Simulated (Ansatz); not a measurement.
# Ru (P6_3/mmc, 2 atoms in the cell): modes against biaxial strain in the (0001) plane, that of a and b

Aim: how do the optical modes of Ru (P6_3/mmc, 2 atoms in the cell) shift and split under this strain?

Calculated with Ansatz 0.2.0; DFT PBEsol, scalar-relativistic, plane waves, PAW; PAW set soft_1.

### Step 1. Starting point

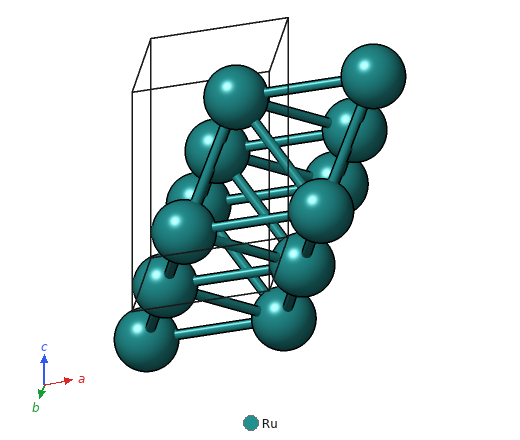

Start, viewed from a free direction; ruthenium teal. 2×3×1 cells are drawn.

### Step 2. Relaxation

The cell and atoms are relaxed, since residual forces and stress would shift the frequencies.

input.yaml reads:

```yaml
crystal:
  lattice:
    - [2.7058, 0.0, 0.0]
    - [-1.3529, 2.3432915376, 0.0]
    - [0.0, 0.0, 4.2819]
  atoms:
    - { symbol: Ru, position: [0.33333333, 0.66666667, 0.25] }
    - { symbol: Ru, position: [0.66666667, 0.33333333, 0.75] }
kpoints:
  mp_grid: { grid: [18, 18, 10] }
hamiltonian:
  xc: pbesol
  pseudopotentials: { kind: paw, azcp: { folder: soft_1 }, xc_functional: pbe }
scf:
  occupations: { method: gaussian, width: 0.1 }
output:
  forces: true
  stress: true
  eigenvalues: true
  write_density: true
  write_potential: true
  elf: true
  volumetric_format: npy
relax:
  adjacent_minimum: "off"
  f_tol: 0.005
  max_steps: 80
  cell: { stress_tol: 0.05 }
```

Run with:

```sh
ansatz run input.yaml --threads 4 --pin off --max-ram 10240MiB --backend cpu --events-out ev --progress --plain --runs-dir out
```

Numbers of over 12 decimals in the logs are rounded to 6 here.

Log:

```text
Engine: ansatz 0.2.0, x86_64-unknown-linux-gnu
Pseudopotentials: kind: paw
Pseudopotential: Ru, paw, valence charge 16, recommended cutoff 420 eV (normal), soft_1/Ru.paw.azcp
Functional definition: PBEsol
  exchange = pbesol_x
  correlation = pbesol_c
Crystal: 2 atoms, lattice volume = 27.149 Å³
Basis set: ecut = 420 eV, 537 PW (Γ), exchange–correlation on 40×40×60 points (8 copies of the dense FFT grid, shifted against one another)
Bands: 20, of which v1, the nominal top of the filled ones, is band 16 counted from 1 (15 counted from 0)
Symmetry: 24 space group operations
Space group: P63/mmc (ITA 194), of the structure as read, at distance tolerance 3.0e-5 Å
k-points: 222 of 3240
Non-local potential: Ru, projectors of the file, l = 0: 3, l = 1: 2, l = 2: 2, l = 3: 1
PAW form: soft (Blöchl's): semilocal exchange-correlation on the pseudo side does not see the compensation charge
PAW frozen core: Ru, regenerated for the run's functional, and the local potential with it (the file was generated under x = pbe(κ = 0.804, μ = 0.219515), c = pbe(β = 0.066725))
PAW one-centre angular grid: Ru, 590 points (default); XC on 64 Gauss nodes
Initial density: superposition of atomic densities (chi_scale 0.1, normalization cell)
Initial wavefunctions: pseudopotential atomic-orbital guess
Functional: x = pbesol(κ = 0.804, μ = 0.123457), c = pbesol(β = 0.046)
SCF iter   1: F=—  HF=-11634.582468 eV  |F-HF|=—  |Δ(HF+E_count)|=         —  Δρ=1.31e-1  dr2=4.49e0  ethr=3.10e-3  ⟨swp⟩=5.0  Hψ=17320  notcnv=0
preconditioner: auto → none  [metal: Δε(μ)=0.011 eV  Ē_g=6.225 eV  σ=0.100 eV  W_gap=0.06  n_scr=8 (ndim 8)  ℏωp=28.5 eV  f_vac=0.000  D(μ)=1.80/eV (n_scr^D=22)  sad-step TF]
SCF iter   2: F=—  HF=-11633.500338 eV  |F-HF|=—  |Δ(HF+E_count)|=    1.08e0  Δρ=7.02e-2  dr2=1.28e0  ethr=3.10e-3  ⟨swp⟩=2.3  Hψ=8958  notcnv=0  defer=50
SCF iter   3: F=—  HF=-11633.086306 eV  |F-HF|=—  |Δ(HF+E_count)|=   4.14e-1  Δρ=3.99e-3  dr2=1.66e-3  ethr=3.10e-3  ⟨swp⟩=2.0  Hψ=6969  notcnv=0  defer=50
SCF iter   4: F=—  HF=-11633.087952 eV  |F-HF|=—  |Δ(HF+E_count)|=   1.65e-3  Δρ=3.27e-4  dr2=6.97e-6  ethr=5.18e-6  ⟨swp⟩=2.5  Hψ=9909  notcnv=0  defer=47
SCF iter   5: F=—  HF=-11633.087951 eV  |F-HF|=—  |Δ(HF+E_count)|=   9.46e-7  Δρ=1.59e-4  dr2=4.42e-6  ethr=2.18e-8  ⟨swp⟩=2.0  Hψ=7974  notcnv=0  defer=47
SCF iter   6: F=—  HF=-11633.087950 eV  |F-HF|=—  |Δ(HF+E_count)|=   1.54e-6  Δρ=2.72e-5  dr2=1.09e-7  ethr=1.38e-8  ⟨swp⟩=3.0  Hψ=8127  notcnv=0  defer=47
SCF iter   7: F=-11633.087950 eV  HF=-11633.087950 eV  |F-HF|=9.15e-10  |Δ(HF+E_count)|=   4.18e-8  Δρ=3.50e-6  dr2=2.29e-9  ethr=3.13e-10  ⟨swp⟩=8.4  Hψ=25998  notcnv=0
SCF 1 converged in 7 iterations: F = -11633.087950 eV  dr2 = 2.29e-9
  greatest PAW one-centre occupation: 1.000 electrons in one spin orbital (limit 2), on the Ru atom at site 1 (counted from 0), in its partial waves of l = 0
relax step   1: F+E_penalty+E_count = -11633.08794969 eV  Δ(F+E_penalty+E_count) = +0.000e0 eV  max|allowed force component| = 3.469e-17 eV/Å  Δτ_max = 0.0000 Å  P = -6.305 GPa  Ω = 27.149 Å³  (7 SCF iters, dr2 threshold 1.00e-7 eV, accepted)
Crystal: 2 atoms, lattice volume = 26.075 Å³
Initial density: handed on by an earlier stage of this run
Initial wavefunctions: those handed on with the density
iter 1 solved again at ethr=6.49e-6 eV; its pass at ethr=3.10e-3 eV (dr2=2.08e-3 eV) is discarded
SCF iter   1: F=—  HF=-11633.086392 eV  |F-HF|=—  |Δ(HF+E_count)|=         —  Δρ=3.14e-3  dr2=1.65e-3  ethr=6.49e-6  ⟨swp⟩=1.0  Hψ=22943  notcnv=0
preconditioner: auto → none  [metal: Δε(μ)=0.003 eV  Ē_g=6.174 eV  σ=0.100 eV  W_gap=0.02  n_scr=8 (ndim 8)  ℏωp=29.1 eV  f_vac=0.000  D(μ)=1.71/eV (n_scr^D=22)]
SCF iter   2: F=—  HF=-11633.086162 eV  |F-HF|=—  |Δ(HF+E_count)|=   2.30e-4  Δρ=1.36e-3  dr2=1.68e-4  ethr=5.14e-6  ⟨swp⟩=2.0  Hψ=5962  notcnv=0
SCF iter   3: F=—  HF=-11633.086178 eV  |F-HF|=—  |Δ(HF+E_count)|=   1.54e-5  Δρ=3.03e-4  dr2=1.02e-5  ethr=5.24e-7  ⟨swp⟩=1.0  Hψ=4440  notcnv=0
iter 4 did not close the SCF: its close was put off for the readings that it lacked (scf_convergence_deferred on its scf_iter line)
SCF iter   4: F=-11633.086181 eV  HF=-11633.086181 eV  |F-HF|=2.22e-8  |Δ(HF+E_count)|=   2.95e-6  Δρ=2.75e-5  dr2=3.65e-8  ethr=3.19e-8  ⟨swp⟩=2.4  Hψ=7085  notcnv=0
iter 5 did not close the SCF: its close was put off for the readings that it lacked (scf_convergence_deferred on its scf_iter line)
SCF iter   5: F=-11633.086181 eV  HF=-11633.086181 eV  |F-HF|=1.27e-10  |Δ(HF+E_count)|=   4.33e-8  Δρ=1.27e-6  dr2=2.79e-10  ethr=1.14e-10  ⟨swp⟩=2.3  Hψ=7388  notcnv=0
SCF iter   6: F=-11633.086181 eV  HF=-11633.086181 eV  |F-HF|=0.00e0  |Δ(HF+E_count)|=  1.09e-10  Δρ=2.48e-7  dr2=7.01e-12  ethr=1.00e-12  ⟨swp⟩=4.3  Hψ=22091  notcnv=0
SCF 2 converged in 6 iterations: F = -11633.086181 eV  dr2 = 7.01e-12
relax step   2: F+E_penalty+E_count = -11633.08618069 eV  Δ(F+E_penalty+E_count) = +1.769e-3 eV  max|allowed force component| = 9.252e-18 eV/Å  Δτ_max = 0.0000 Å  P = +7.878 GPa  Ω = 26.075 Å³  energy of the carried Pulay correction = +1.673e-3 eV  (6 SCF iters, dr2 threshold 2.00e-7 eV, rejected (line search))
Crystal: 2 atoms, lattice volume = 26.662 Å³
iter 1 solved again at ethr=1.44e-6 eV; its pass at ethr=3.10e-3 eV (dr2=4.59e-4 eV) is discarded
SCF iter   1: F=—  HF=-11633.098957 eV  |F-HF|=—  |Δ(HF+E_count)|=         —  Δρ=1.71e-3  dr2=4.96e-4  ethr=1.44e-6  ⟨swp⟩=1.1  Hψ=22821  notcnv=0
preconditioner: auto → none  [metal: Δε(μ)=0.003 eV  Ē_g=5.991 eV  σ=0.100 eV  W_gap=0.02  n_scr=8 (ndim 8)  ℏωp=28.8 eV  f_vac=0.000  D(μ)=1.77/eV (n_scr^D=22)]
SCF iter   2: F=—  HF=-11633.098895 eV  |F-HF|=—  |Δ(HF+E_count)|=   6.19e-5  Δρ=7.54e-4  dr2=5.29e-5  ethr=1.44e-6  ⟨swp⟩=2.0  Hψ=6008  notcnv=0
SCF iter   3: F=—  HF=-11633.098892 eV  |F-HF|=—  |Δ(HF+E_count)|=   3.14e-6  Δρ=1.63e-4  dr2=3.29e-6  ethr=1.65e-7  ⟨swp⟩=1.0  Hψ=4440  notcnv=0
SCF iter   4: F=—  HF=-11633.098892 eV  |F-HF|=—  |Δ(HF+E_count)|=   6.70e-7  Δρ=1.59e-5  dr2=1.24e-8  ethr=1.03e-8  ⟨swp⟩=2.1  Hψ=6419  notcnv=0
SCF iter   5: F=—  HF=-11633.098892 eV  |F-HF|=—  |Δ(HF+E_count)|=   1.53e-8  Δρ=6.18e-7  dr2=7.06e-11  ethr=3.87e-11  ⟨swp⟩=2.6  Hψ=8066  notcnv=0
SCF iter   6: F=-11633.098892 eV  HF=-11633.098892 eV  |F-HF|=0.00e0  |Δ(HF+E_count)|=  2.18e-11  Δρ=1.29e-7  dr2=1.70e-12  ethr=1.00e-12  ⟨swp⟩=5.7  Hψ=18855  notcnv=0
SCF 3 converged in 6 iterations: F = -11633.098892 eV  dr2 = 1.70e-12
relax step   3: F+E_penalty+E_count = -11633.09889220 eV  Δ(F+E_penalty+E_count) = -1.094e-2 eV  max|allowed force component| = 2.544e-17 eV/Å  Δτ_max = 0.0000 Å  P = -0.265 GPa  Ω = 26.662 Å³  energy of the carried Pulay correction = +7.491e-4 eV  (6 SCF iters, accepted)
[...]
relax step   4: F+E_penalty+E_count = -11633.09894028 eV  Δ(F+E_penalty+E_count) = -4.807e-5 eV  max|allowed force component| = 1.064e-16 eV/Å  Δτ_max = 0.0000 Å  P = -0.001 GPa  Ω = 26.642 Å³  energy of the carried Pulay correction = +7.799e-4 eV  (6 SCF iters, dr2 threshold 2.00e-7 eV, accepted)
Basis set: ecut = 420 eV, 537 PW (Γ), exchange–correlation on 36×36×60 points (8 copies of the dense FFT grid, shifted against one another)
Initial wavefunctions: pseudopotential atomic-orbital guess (no wavefunctions were taken with the density)
iter 1 solved again at ethr=1.64e-8 eV; its pass at ethr=3.10e-3 eV (dr2=5.25e-6 eV) is discarded
SCF iter   1: F=—  HF=-11633.098189 eV  |F-HF|=—  |Δ(HF+E_count)|=         —  Δρ=3.46e-5  dr2=3.49e-8  ethr=1.64e-8  ⟨swp⟩=3.6  Hψ=31927  notcnv=0
SCF iter   2: F=—  HF=-11633.098178 eV  |F-HF|=—  |Δ(HF+E_count)|=   1.07e-5  Δρ=1.68e-5  dr2=6.11e-9  ethr=1.09e-10  ⟨swp⟩=2.5  Hψ=7947  notcnv=0
SCF iter   3: F=—  HF=-11633.098178 eV  |F-HF|=—  |Δ(HF+E_count)|=   2.30e-8  Δρ=2.44e-6  dr2=2.61e-10  ethr=1.91e-11  ⟨swp⟩=2.9  Hψ=6684  notcnv=0
iter 4 did not close the SCF: its close was put off for the readings that it lacked (scf_convergence_deferred on its scf_iter line)
SCF iter   4: F=-11633.098178 eV  HF=-11633.098178 eV  |F-HF|=1.82e-12  |Δ(HF+E_count)|=  4.69e-10  Δρ=1.60e-7  dr2=1.13e-12  ethr=1.00e-12  ⟨swp⟩=2.9  Hψ=8011  notcnv=0
iter 5 did not close the SCF: its close was put off for the readings that it lacked (scf_convergence_deferred on its scf_iter line)
SCF iter   5: F=-11633.098178 eV  HF=-11633.098178 eV  |F-HF|=0.00e0  |Δ(HF+E_count)|=    0.00e0  Δρ=2.72e-8  dr2=1.29e-13  ethr=1.00e-12  ⟨swp⟩=1.0  Hψ=4440  notcnv=0
iter 6 did not close the SCF: its close was put off for the readings that it lacked (scf_convergence_deferred on its scf_iter line)
SCF iter   6: F=-11633.098178 eV  HF=-11633.098178 eV  |F-HF|=1.82e-12  |Δ(HF+E_count)|=  1.82e-12  Δρ=5.32e-9  dr2=2.08e-15  ethr=1.00e-12  ⟨swp⟩=1.0  Hψ=4440  notcnv=0
iter 7 did not close the SCF: its close was put off for the readings that it lacked (scf_convergence_deferred on its scf_iter line)
SCF iter   7: F=-11633.098178 eV  HF=-11633.098178 eV  |F-HF|=5.46e-12  |Δ(HF+E_count)|=  3.64e-12  Δρ=1.71e-9  dr2=4.20e-16  ethr=1.00e-12  ⟨swp⟩=1.0  Hψ=4440  notcnv=0
SCF iter   8: F=-11633.098178 eV  HF=-11633.098178 eV  |F-HF|=1.82e-12  |Δ(HF+E_count)|=  3.64e-12  Δρ=1.26e-10  dr2=3.26e-18  ethr=1.00e-12  ⟨swp⟩=1.9  Hψ=10764  notcnv=0
SCF 5 converged in 8 iterations: F = -11633.098178 eV  dr2 = 3.26e-18
relax step   5: F+E_penalty+E_count = -11633.09817846 eV  Δ(F+E_penalty+E_count) = +7.618e-4 eV  max|allowed force component| = 1.018e-16 eV/Å  Δτ_max = 0.0000 Å  P = -0.024 GPa  Ω = 26.642 Å³  stress off target by 2.87e-2 GPa  SCF on the basis re-selected at this cell (its energy is not comparable with the rows above)  (8 SCF iters)
basis re-selected at this cell: Δ(F+E_penalty+E_count) = +7.618e-4 eV, ΔP = -0.023 GPa vs the last step (what re-selecting the basis moved, of the pressure what is left beyond the Pulay correction that the steps carried, after the strain that the cell walked since its last selection, with what the two solves' SCF thresholds leave and, on support functions, any second-order correction that the steps lacked; it is no measure of the basis error at this ecutwfc). The dense FFT grid was sized anew with the basis: this SCF ran on 18×18×30 points, the steps before it on 20×20×30, so part of this shift can come from that change (see relax.cell in the input reference). [rest of the remark cut]
SCF converged after 8 iterations
Free energy (F): -11633.098178 eV
Harris-Foulkes:  -11633.098178 eV  (|F-HF|=1.82e-12)
Internal energy: -11633.089318 eV  (E = F + TS)
E sigma→0 (E₀):  -11633.093748 eV
Entropy (-TS):   -0.008861 eV (-4.430 meV/atom)
Fermi energy:    23.720504 eV
--- Per-component energies (eV) ---
  E_band       = -100.670251
  E_kinetic    = 921.638555
  E_local      = -2500.926624  (includes V_loc(G=0)·N_el)
  E_nonlocal   = 828.515652
  E_hartree    = 826.725418
  E_xc         = -338.989037
  E_vxc        = -430.099468  (∫ρ·V_xc dr)
  E_paw        = -6879.993261  (= ΣΔE_a)
  E_vpaw       = -573.250376  (= ΣTr[D̂ρ^β])
  E_aug_tail   = 0.001173  (compensation charges beyond the density's cutoff)
  E_ewald      = -4490.567789
  E_core_change = 0.506593  (= ΣΔE_core)
  E_smearing   = -0.008861  (= −TS)
  E_closure    = 0.000000  (closes the sum)
  Σ components = -11633.098178   (vs F -11633.098178, Δ=0.00e0)
--- Forces (eV/Å), atoms counted from 1 ---
  atom   1  Ru    -0.00000000    -0.00000000    -0.00000000
  atom   2  Ru     0.00000000     0.00000000     0.00000000
  max |Σ_I F_I| component: 4.63e-18 eV/Å
--- Stress (GPa, compression-positive) ---
       -0.028727       0.000000       0.000000
        0.000000      -0.028727      -0.000000
        0.000000      -0.000000      -0.015487
  P = ⅓ Tr σ = -0.0243 GPa (-0.243 kbar)
--- Band table (eV; the first three rows and the last of 222) ---
  k-point 0: bands = [... 12 lower, 21.2354, 21.7527, 21.7527, 22.2894, 22.2894, 24.9583, 24.9583, 24.9889]
  k-point 1: bands = [... 12 lower, 21.1770, 21.6830, 21.6830, 22.4527, 22.4527, 24.6091, 24.9668, 24.9668]
  k-point 2: bands = [... 12 lower, 21.0214, 21.5016, 21.5016, 22.8445, 22.8445, 23.6796, 24.9603, 24.9603]
  k-point 221: bands = [... 12 lower, 20.9286, 20.9286, 22.5021, 22.5021, 25.0001, 25.0001, 32.3018, 32.3018]
--- Relaxed structure (4 steps of the walk, 3 accepted, 1 SCFs on fresh bases) ---
  F+E_penalty+E_count = -11633.09817846 eV   max|allowed force component| = 1.018e-16 eV/Å   (the final SCF, on the basis selected at the relaxed cell)
  cell:  # Å, volume = 26.6419 Å³
    - [2.689685, 0.0, 0.0]
    - [-1.344842, 2.329335, -5.57170542618494e-19]
    - [0.0, -1.018118534624168e-18, 4.252380]
  atoms:
    - { symbol: Ru, position: [0.333333, 0.666667, 0.250000] }
    - { symbol: Ru, position: [0.666667, 0.333333, 0.750000] }
```

Elapsed: 25 s, on 4 threads of Intel Xeon at 2.50GHz (Skylake/Cascade Lake), shared host; peak memory 0.43 GiB.

The steps of the relaxation:

```csv
step,energy less that of the first step (eV),largest force component (eV/Å),pressure (GPa),volume (Å³)
1,0.0000,0.0000,-6.31,27.15
2,0.0018,0.0000,7.88,26.08
3,-0.0109,0.0000,-0.26,26.66
4,-0.0110,0.0000,0.00,26.64
5*,-0.0102,0.0000,-0.02,26.64
```

Relaxation steps marked * repeat the geometry before them on a plane-wave basis chosen anew for their cell, so energy and pressure can jump there. Relaxation step 2 was tried and not accepted.

Forces are held to the 24 operations that the run works with; a distortion that breaks them can't arise in this run.

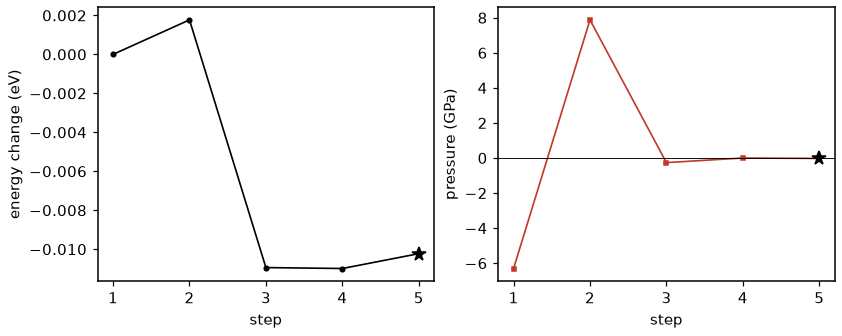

Energy and pressure along the relaxation. Stars mark steps on a basis chosen anew.

```csv
"conventional cell, symmetrised",before,after,change
a (Å),2.706,2.690,-0.6 %
b (Å),2.706,2.690,-0.6 %
c (Å),4.282,4.252,-0.7 %
volume (Å³/atom),13.57,13.32,-1.9 %
```

Final coordinates:

```
Ru
1.0
     2.68968    0.00000    0.00000
    -1.34484    2.32934    0.00000
     0.00000    0.00000    4.25238
Ru
2
Direct
  0.33333 0.66667 0.25000
  0.66667 0.33333 0.75000
```

This step gave:

```
pressure          : -0.02431 GPa
volume per atom   : 13.32 Å³
gap on the k-mesh : 0 eV
```

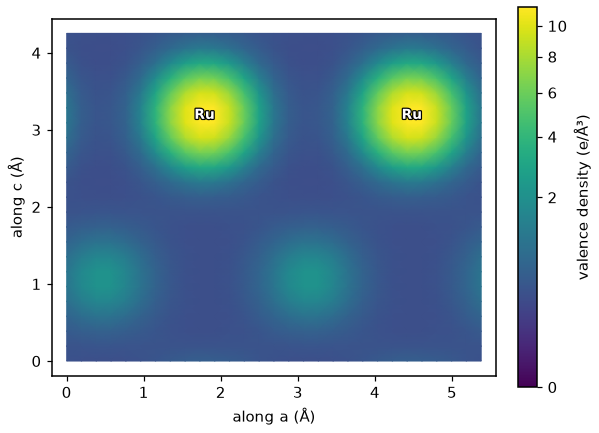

Valence density in the ac plane at fractional y = 0.333, with atoms of Ru within 0.2 Å of it. It is the smooth field of the valence electrons, not physical close to the nuclei. The colour scale is stretched toward low values.

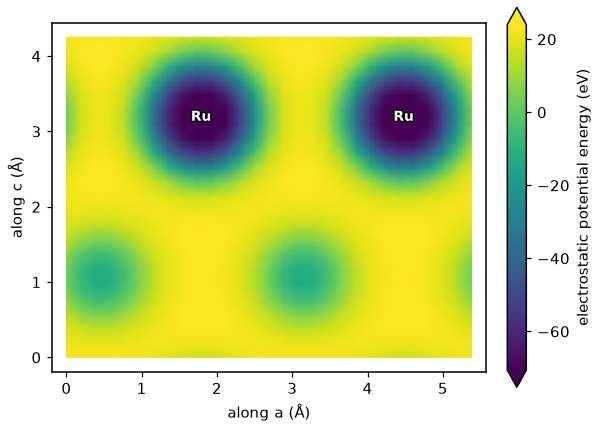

Electrostatic potential energy in the ac plane at fractional y = 0.333, with atoms of Ru within 0.2 Å of it. With pseudopotentials it is smooth inside the atoms' cores, unlike the true potential.

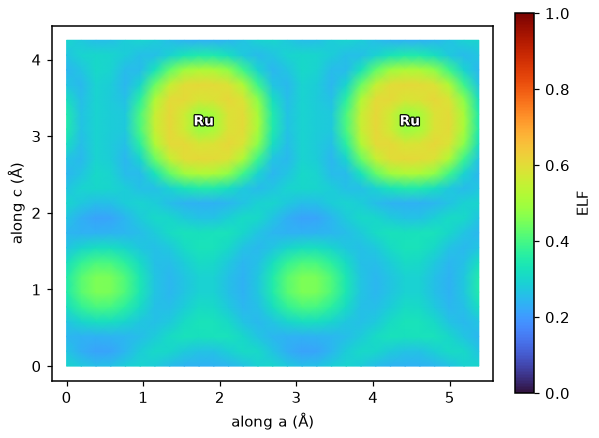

ELF in the ac plane at fractional y = 0.333, with atoms of Ru within 0.2 Å of it. It is the smooth field of the valence electrons, not physical close to the nuclei.

In this step the volume went from 13.57 to 13.32 Å³/atom.

### Step 3. Tight relaxation

Phonons need small forces and stress, so the relaxation is finished with tight tolerances on 18×18×12 k points.

input.yaml reads:

```yaml
crystal:
  lattice:
    - [2.6896847641, 0.0, 0.0]
    - [-1.344842382, 2.3293353338, 0.0]
    - [0.0, 0.0, 4.2523798121]
  atoms:
    - { symbol: Ru, position: [0.3333333333, 0.6666666667, 0.25] }
    - { symbol: Ru, position: [0.6666666667, 0.3333333333, 0.75] }
kpoints:
  mp_grid: { grid: [18, 18, 12] }
hamiltonian:
  xc: pbesol
  pseudopotentials: { kind: paw, azcp: { folder: soft_1 }, xc_functional: pbe }
scf:
  occupations: { method: methfessel_paxton, width: 0.2 }
output:
  forces: true
  stress: true
  eigenvalues: true
relax:
  adjacent_minimum: "off"
  f_tol: 0.001
  max_steps: 60
  cell: { stress_tol: 0.01 }
```

Log:

```text
[...]
Crystal: 2 atoms, lattice volume = 26.642 Å³
Basis set: ecut = 420 eV, 537 PW (Γ), exchange–correlation on 36×36×60 points (8 copies of the dense FFT grid, shifted against one another)
Bands: 20, of which v1, the nominal top of the filled ones, is band 16 counted from 1 (15 counted from 0)
Symmetry: 24 space group operations
[...]
k-points: 259 of 3888
[...]
k-point 258: bands = [... 12 lower, 20.9317, 20.9317, 22.5060, 22.5060, 25.0001, 25.0001, 32.3014, 32.3014]
--- Relaxed structure (3 steps of the walk, 3 accepted, 1 SCFs on fresh bases) ---
[...]
cell:  # Å, volume = 26.6387 Å³
    - [2.690499, -2.88762939328616e-11, 0]
    - [-1.345250, 2.330041, 0]
    - [0, 0, 4.249296]
  atoms:
    - { symbol: Ru, position: [0.333333, 0.666667, 0.25] }
    - { symbol: Ru, position: [0.666667, 0.333333, 0.750000] }
[key lines of the parts left out:]
SCF converged after 5 iterations
Free energy (F): -11633.095649 eV
Fermi energy:    23.734907 eV
P = ⅓ Tr σ = 0.0005 GPa (0.005 kbar)
```

Run time: 21 s. Hardware: 4 threads; peak memory 0.45 GiB; 56 s of CPU time.

Little changed from the start: no atom moved by 0.005 Å and no cell edge by 0.1 %.

This step gave:

```
pressure : 5.01e-4 GPa
```

The forces vanish by symmetry and the pressure is 0.001 GPa, within the tolerances set. The cell now holds 13.32 Å³/atom.

[end of part 1 of 3]

[Logs are printed without paths, hosts, clocks, repeated set-up lines and the standing remarks that a program may print on its own settings, such as how far it seeks lower states.]

[Hosts, paths, dates, database ids (printed as entryN), source tags and the programs' standing remarks are cut or masked in the printed files.]
